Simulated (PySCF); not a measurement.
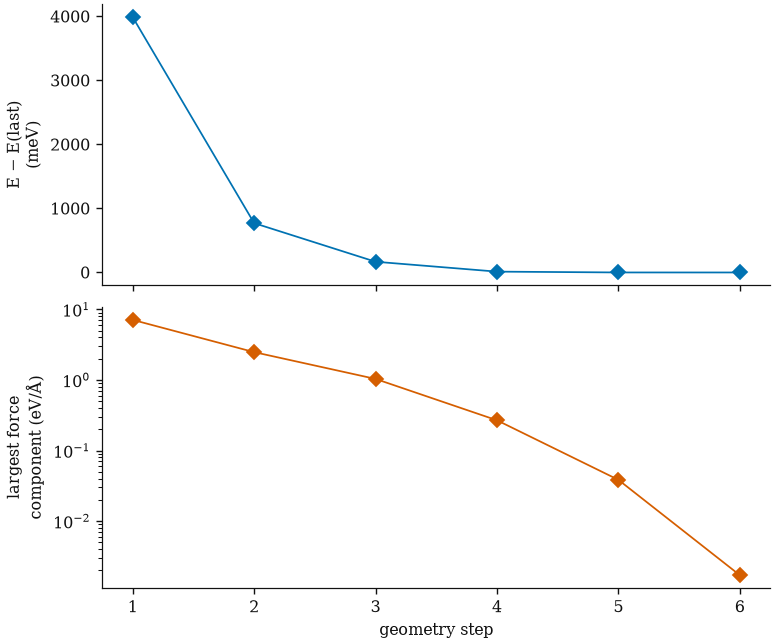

History of a geometry optimisation. The start has point group Oh, which is kept. A held symmetry can leave a saddle point.

- system: NH6- molecule (charge −1)
- method: RKS-based PBE0, N def2-TZVPD, H def2-TZVPD; non-relativistic Hamiltonian; density fitting in PySCF

> How did the optimisation end?

The optimisation met its thresholds at geometry 6, counting the start as the first. The energy fell by about 4000 meV from the first step to the last. The largest force component goes from about 7.1 eV/Å at the start to 1.7 × 10⁻³ eV/Å at the end.
